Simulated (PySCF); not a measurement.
C4H10 (SMILES CCCC)

The calculation's input:

```
{"job": {"xc": "PBE0", "basis": "pcSseg-1", "kind": "nmr", "pop": true}, "charge": 0, "multiplicity": 1}
C      1.934205    -0.246617     0.312194
C      0.535260     0.198775     0.705942
C     -0.535339    -0.198725    -0.302006
C     -1.934312     0.246461     0.091871
H      1.989805    -1.342429     0.207500
H      2.235597     0.189936    -0.653930
H      2.683658     0.053735     1.060418
H      0.275223    -0.222733     1.693594
H      0.517657     1.295684     0.837454
H     -0.517631    -1.295615    -0.433665
H     -0.275386     0.222947    -1.289611
H     -1.989822     1.342190     0.197517
H     -2.683668    -0.053177    -0.656745
H     -2.235925    -0.190908     1.057562
```

Launched as:

```sh
OMP_NUM_THREADS=1 python ens_run.py task.json out
```

Geometry: PBE0-D3(BJ)/def2-SVP.

These are results of PBE0/pcSseg-1, SCF density, gas phase, non-relativistic (PySCF 2.14.0), not measurements.

Q: What can the converged electron density and electron localisation function tell about the bonding?

A: C–C (1.52 Å): the density is about 1.6 e/Å³ at the midpoint; the ELF peaks at about 0.95 between the atoms, as expected for localised, covalent bonding.
C–H (1.10 Å): ρ at the midpoint is about 1.9 e/Å³; the ELF climbs to about 1 towards the hydrogen, as it does in any bond to H (an ordinary covalent bond to hydrogen).

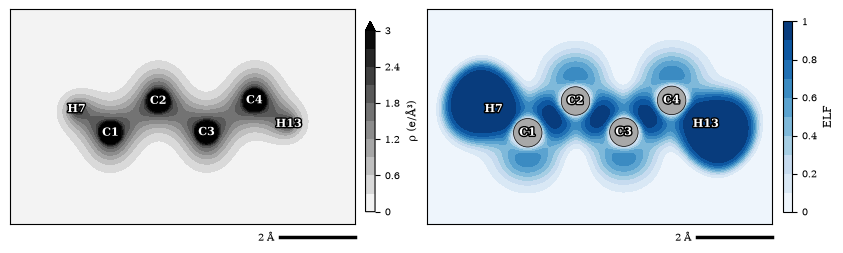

Computed electron density and electron localisation function on the plane of atoms C3, C4 and H13, in this order. Grey discs cover the atomic cores in the ELF map. 
